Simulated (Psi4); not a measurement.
**One shape, several levels: CH3FSi (SMILES F[C][SiH3])**

Aim: a comparison of 3 runs (UHF/3-21G, UPBE/3-21G, U-wB97M-D3(BJ)/pcseg-2) of CH3FSi. 

The calculation is run with Psi4 1.11.

2 further runs of the same task are left out: 2 that didn't finish.

### 1 The molecule

CH3FSi has 6 atoms, charge 0, and is taken as a triplet. SMILES: `F[C][SiH3]`. Geometry: relaxed at GFN2-xTB.

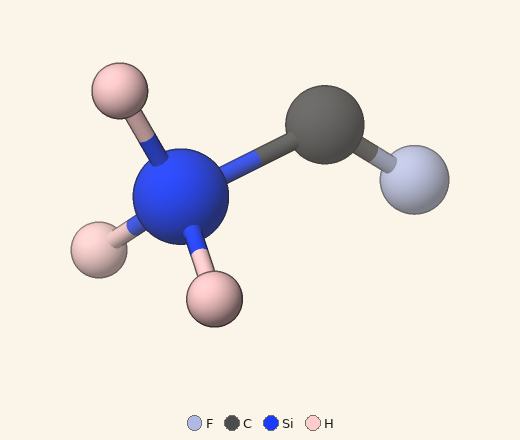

The structure, seen from a chosen angle (fluorine light blue, carbon dark grey, silicon blue, hydrogen pink).

### 2 Energy and forces at UHF/3-21G (run 1)

calc.in

```
memory 1600 mb

molecule {
  0 3
  F
  C 1 r2
  Si 2 r3 1 a3
  H 3 r4 2 a4 1 d4
  H 3 r5 4 a5 2 d5
  H 3 r6 5 a6 4 d6

  r2 = 1.317738
  r3 = 1.844486
  a3 = 128.51763
  r4 = 1.469394
  a4 = 110.8533
  d4 = -60.84095
  r5 = 1.456107
  a5 = 111.62293
  d5 = 114.94444
  r6 = 1.469546
  a6 = 111.68954
  d6 = -121.41633
  symmetry c1
  no_reorient
  no_com
}

set {
  basis         3-21G
  reference     uhf
  puream        true
  e_convergence 1e-09
  d_convergence 1e-08
  scf_type      pk
  maxiter       200
}

e_tot, wfn = gradient("scf", return_wfn=True)
```

Started as:

```console
$ psi4 calc.in calc.out -n 1
```

calc.out:

```text
[...]
  Running in c1 symmetry.
[...]
  Nuclear repulsion =   92.501437655155797
[...]
  Multiplicity = 3
[...]
  Nalpha       = 17
  Nbeta        = 15
[...]
    Number of basis functions: 37
[...]
   @UHF iter   1:  -425.52727141075269   -8.12677e-01   5.63975e-03 ADIIS/DIIS
[...]
   @UHF iter  14:  -425.57779166825776   -5.68434e-13   4.73346e-09 DIIS
[...]
   @S^2 Observed:                2.013473940E+00
[...]
    Orbital Energies [Eh]
    ---------------------
    Alpha Occupied:
       1A    -68.316663     2A    -26.188960     3A    -11.273103
       4A     -6.131108     5A     -4.227338     6A     -4.226559
       7A     -4.225962     8A     -1.639976     9A     -0.941579
      10A     -0.769229    11A     -0.720083    12A     -0.705408
      13A     -0.626543    14A     -0.520808    15A     -0.512025
      16A     -0.417296    17A     -0.379015
    Alpha Virtual:
      18A      0.153987    19A      0.188996    20A      0.212247
      21A      0.305791    22A      0.368719    23A      0.438578
      24A      0.464606    25A      0.474134    26A      0.594987
[...]
  @UHF Final Energy:  -425.57779166825776
   => Energetics <=
    Nuclear Repulsion Energy =             92.5014376551557973
    One-Electron Energy =                -773.7874252164774589
    Two-Electron Energy =                 255.7081958930639303
    Total Energy =                       -425.5777916682577597
  UHF NO Occupations:
  HONO-2 :   15  A 1.9960480
  HONO-1 :   16  A 1.0000000
[...]
 Multipole Moments:
 ------------------------------------------------------------------------------------
     Multipole            Electronic (a.u.)      Nuclear  (a.u.)        Total (a.u.)
 ------------------------------------------------------------------------------------
 L = 1.  Multiply by 2.5417464519 to convert [e a0] to [Debye]
 Dipole X            :         -0.0011302            0.0010229           -0.0001073
 Dipole Y            :          3.3291885           -3.6828538           -0.3536653
 Dipole Z            :         -4.3888262            4.9921412            0.6033150
 Magnitude           :                                                    0.6993341
[...]
  -Total Gradient:
     Atom            X                  Y                   Z
    ------   -----------------  -----------------  -----------------
       1        0.000038233333    -0.001072160825     0.035473512830
       2       -0.000009956869    -0.014506646060    -0.019295573253
       3        0.000002449524     0.010319650091    -0.005312095183
       4        0.005718719182     0.002939471533    -0.000201125859
       5       -0.000114199637    -0.000668055133    -0.010523295723
       6       -0.005635245533     0.002987740391    -0.000141422806
[...]
```

It took 1.4 s on 1 thread of Intel Xeon 6975P-C (Granite Rapids), shared host; peak memory 0.18 GiB.

### 3 A single-point energy at UPBE/3-21G (run 2)

ch3fsi.py

```python
import psi4

psi4.set_memory('1600 MB')
psi4.set_num_threads(1)
psi4.core.set_output_file('ch3fsi.out', False)

mol = psi4.geometry("""
0 3
F      0.42346873    -3.72740919     2.24391749
C      1.35459348    -2.00624664     0.70394188
Si    -0.17547997     0.88495874    -0.49981366
H     -2.44967087     0.26246406    -1.96641121
H      1.76430500     2.03540511    -2.07627989
H     -0.91719747     2.55082791     1.59462649
units bohr
symmetry c1
no_reorient
no_com
""")

psi4.set_options({
    'basis': '3-21G',
    'reference': 'uks',
    'puream': True,
    'e_convergence': 1e-09,
    'd_convergence': 1e-08,
    'scf_type': 'pk',
    'dft_radial_points': 99,
    'dft_spherical_points': 590,
    'maxiter': 200,
})

E, wfn = psi4.energy('pbe', molecule=mol, return_wfn=True)
psi4.oeprop(wfn, 'MULLIKEN_CHARGES', 'QUADRUPOLE', 'WIBERG_LOWDIN_INDICES', title='PBE')
print(f'total energy {E:.8f} hartree = {E * 27.211386:.5f} eV')
for k, v in sorted(psi4.core.scalar_variables().items()):
    print(f'{k:45s} {v:18.10f}')
```

Started as:

```console
$ python ch3fsi.py
```

ch3fsi.out:

```text
[...]
  Running in c1 symmetry.
[...]
  Nuclear repulsion =   92.501436479673202
[...]
  Multiplicity = 3
[...]
  Nalpha       = 17
  Nbeta        = 15
[...]
    Number of basis functions: 37
[...]
   @UKS iter   1:  -426.38714120329553   -2.48101e-01   1.06989e-02 DIIS/ADIIS
[...]
   @UKS iter  12:  -426.48042472137109   -7.38964e-13   3.04481e-09 DIIS
[...]
   @S^2 Observed:                2.003405013E+00
[...]
    Orbital Energies [Eh]
    ---------------------
    Alpha Occupied:
       1A    -64.949074     2A    -24.194361     3A     -9.926494
       4A     -5.033231     5A     -3.446657     6A     -3.443950
       7A     -3.443698     8A     -1.160082     9A     -0.605148
      10A     -0.512431    11A     -0.421787    12A     -0.419373
      13A     -0.397621    14A     -0.332111    15A     -0.331167
      16A     -0.197434    17A     -0.159229
    Alpha Virtual:
      18A      0.015767    19A      0.034961    20A      0.073420
      21A      0.112565    22A      0.162403    23A      0.272647
      24A      0.273043    25A      0.274580    26A      0.366408
[...]
  @UKS Final Energy:  -426.48042472137109
   => Energetics <=
    Nuclear Repulsion Energy =             92.5014364796732025
    One-Electron Energy =                -773.9648035425685748
    Two-Electron Energy =                 292.4131845626518498
    DFT Exchange-Correlation Energy =     -37.4302422211275712
    Empirical Dispersion Energy =           0.0000000000000000
    VV10 Nonlocal Energy =                  0.0000000000000000
    Total Energy =                       -426.4804247213710937
[...]
 Multipole Moments:
 ------------------------------------------------------------------------------------
     Multipole            Electronic (a.u.)      Nuclear  (a.u.)        Total (a.u.)
 ------------------------------------------------------------------------------------
 L = 1.  Multiply by 2.5417464519 to convert [e a0] to [Debye]
 Dipole X            :         -8.0874306            7.8794965           -0.2079341
 Dipole Y            :         28.6537059          -28.3460431            0.3076628
 Dipole Z            :        -15.0813177           14.9734528           -0.1078649
 Magnitude           :                                                    0.3866883
 L = 2.  Multiply by 1.3450342976 to convert [e a0^2] to [Debye ang]
 Quadrupole XX       :        -42.6394878           23.0094886          -19.6299991
 Quadrupole XY       :         32.3687182          -32.0774463            0.2912719
[...]
  Mulliken Charges: (a.u.)
   Center  Symbol    Alpha    Beta     Spin     Total
       1     F     4.71704  4.48126  0.23577 -0.19830
       2     C     3.86870  2.26873  1.59997 -0.13743
       3    SI     6.73453  6.70920  0.02533  0.55626
       4     H     0.57345  0.50276  0.07070 -0.07621
       5     H     0.53323  0.53510 -0.00187 -0.06833
       6     H     0.57304  0.50295  0.07010 -0.07599
   Total alpha = 17.00000, Total beta = 15.00000, Total charge =  0.00000
  Wiberg Bond Indices using Orthogonal Lowdin Orbitals:
[...]
```

The script printed:

```text
total energy -426.48042472 hartree = -11605.12346 eV
CURRENT ENERGY                                   -426.4804247214
CURRENT REFERENCE ENERGY                         -426.4804247214
DD SOLVATION ENERGY                                 0.0000000000
DFT FUNCTIONAL TOTAL ENERGY                      -426.4804247214
DFT TOTAL ENERGY                                 -426.4804247214
DFT VV10 ENERGY                                     0.0000000000
DFT XC ENERGY                                     -37.4302422211
GRID ELECTRONS ALPHA                               17.0000002023
GRID ELECTRONS BETA                                15.0000002182
GRID ELECTRONS TOTAL                               32.0000004206
NUCLEAR REPULSION ENERGY                           92.5014364797
ONE-ELECTRON ENERGY                              -773.9648035426
PCM POLARIZATION ENERGY                             0.0000000000
PE ENERGY                                           0.0000000000
SCF ITERATION ENERGY                             -426.4804247214
SCF ITERATIONS                                     12.0000000000
SCF TOTAL ENERGY                                 -426.4804247214
TWO-ELECTRON ENERGY                               292.4131845627
XC GRID RADIAL POINTS                              99.0000000000
XC GRID SPHERICAL POINTS                          590.0000000000
XC GRID TOTAL POINTS                           334972.0000000000
```

It took 7.2 s on 1 thread of Intel Xeon 6975P-C (Granite Rapids), shared host; peak memory 0.51 GiB.

### 4 Energy and gradient at U-wB97M-D3(BJ)/pcseg-2 (density fitting) (run 3)

job.in

```
memory 1600 mb

molecule mol {
  0 3
  F
  C 1 1.317738
  Si 2 1.844486 1 128.51763
  H 3 1.469394 2 110.8533 1 -60.84095
  H 3 1.456107 4 111.62293 2 114.94444
  H 3 1.469546 5 111.68954 4 -121.41633
}

set {
  reference uks
}

result = gradient('wb97m-d3bj/pcseg-2')
```

Started as:

```console
$ psi4 job.in job.out -n 1
```

job.out:

```text
[...]
  Running in c1 symmetry.
[...]
  Nuclear repulsion =   92.501437655155797
[...]
  Multiplicity = 3
[...]
  Nalpha       = 17
  Nbeta        = 15
[...]
    Number of basis functions: 136
[...]
   @DF-UKS iter   1:  -429.18474230944423   -6.06271e-01   1.91852e-03 ADIIS/DIIS
[...]
   @DF-UKS iter  12:  -429.22967368287425   -4.54747e-11   7.85566e-09 DIIS
[...]
   @S^2 Observed:                2.004837341E+00
[...]
    Orbital Energies [Eh]
    ---------------------
    Alpha Occupied:
       1A    -66.386863     2A    -24.958910     3A    -10.451654
       4A     -5.455415     5A     -3.769596     6A     -3.767483
       7A     -3.767400     8A     -1.406758     9A     -0.810136
      10A     -0.695204    11A     -0.626379    12A     -0.623162
      13A     -0.561835    14A     -0.472506    15A     -0.469218
      16A     -0.357698    17A     -0.320984
    Alpha Virtual:
      18A      0.062562    19A      0.082009    20A      0.090671
      21A      0.107239    22A      0.139939    23A      0.164831
      24A      0.165341    25A      0.224157    26A      0.253264
[...]
  @DF-UKS Final Energy:  -429.22967368287425
   => Energetics <=
    Nuclear Repulsion Energy =             92.5014376551557973
    One-Electron Energy =                -776.8646631189801610
    Two-Electron Energy =                 283.2550882632572780
    DFT Exchange-Correlation Energy =     -28.1171460494309500
    Empirical Dispersion Energy =          -0.0043904328761805
    VV10 Nonlocal Energy =                  0.0000000000000000
    Total Energy =                       -429.2296736828742496
[...]
 Multipole Moments:
 ------------------------------------------------------------------------------------
     Multipole            Electronic (a.u.)      Nuclear  (a.u.)        Total (a.u.)
 ------------------------------------------------------------------------------------
 L = 1.  Multiply by 2.5417464519 to convert [e a0] to [Debye]
 Dipole X            :         -0.0010555            0.0010229           -0.0000326
 Dipole Y            :          3.3509008           -3.6828538           -0.3319530
 Dipole Z            :         -4.6901211            4.9921412            0.3020201
 Magnitude           :                                                    0.4487861
[...]
  -Total Gradient:
     Atom            X                  Y                   Z
    ------   -----------------  -----------------  -----------------
       1        0.000035840505    -0.001671221807    -0.003797613234
       2       -0.000036268331     0.000740479619     0.007515197576
       3        0.000001693711    -0.001283855387     0.002025157549
       4        0.002720766495     0.001314571858    -0.000251160593
       5       -0.000053316938    -0.000268508128    -0.005406814094
       6       -0.002668328130     0.001309877784    -0.000221669386
[...]
```

Run time: 23 s. Hardware: 1 thread of Intel Xeon 6975P-C (Granite Rapids), shared host; peak memory 0.86 GiB.

### 5 Overview of the runs

| run | level | task | integration grid | energy (Eh) | dipole moment (D) | HOMO energy (eV) | LUMO energy (eV) | wall time |
| --- | --- | --- | --- | --- | --- | --- | --- | --- |
| 1 | UHF/3-21G | gradient | – | -425.577792 | 1.78 | -10.31 | 2.97 | 1.4 s |
| 2 | UPBE/3-21G | energy | 99 radial × 590 angular | -426.480425 | 0.98 | -4.33 | -2.94 | 7.2 s |
| 3 | U-wB97M-D3(BJ)/pcseg-2 (density fitting) | gradient | 75 radial × 302 angular | -429.229674 | 1.14 | -8.73 | -0.51 | 23 s |

### 6 Outcome

| quantity | value |
| --- | --- |
| run 3: total energy | -429.22967 Eh |
| run 3: dipole moment | 1.14 D |
| run 3: HOMO energy (highest over α and β) | -8.73 eV |
| run 3: LUMO energy (lowest over α and β) | -0.51 eV |
| run 3: dispersion energy | -11.53 kJ/mol |
| run 3: ⟨S²⟩ | 2.005 |
| run 3: largest force on an atom | 0.388 eV/Å |

What this shows: The dipole moment (its size) runs from 0.98 D (UPBE/3-21G) to 1.78 D (UHF/3-21G). Totals of different functionals can't be ranked against each other. All runs together took 31 s, the longest 23 s.
